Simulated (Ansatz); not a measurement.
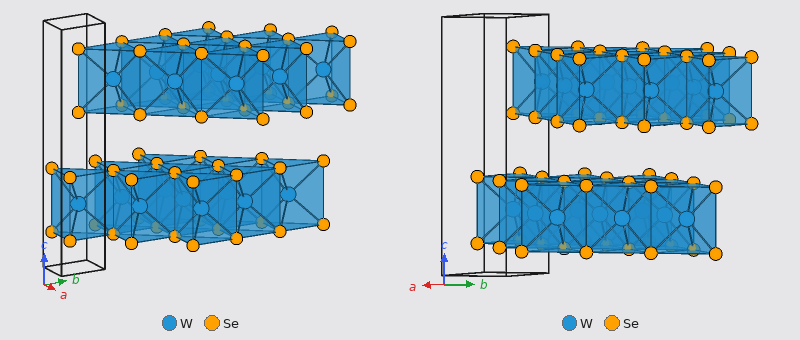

Polyhedra are drawn about W (bonds: Se–W below 2.8 Å); other atoms are plain spheres. Two views of the same piece.

The compound is WSe₂ (space group P6_3/mmc, No. 194), taken as the input geometry of an electronic-structure calculation (not necessarily at equilibrium).

Sharing among the drawn polyhedra:

```tsv
site	polyhedron	corner-sharing neighbours	edge-sharing	face-sharing	bond (Å)
W	WSe6 trigonal prism	0	6	0	2.53
```

They form layers of edge-sharing trigonal prisms parallel to (001).
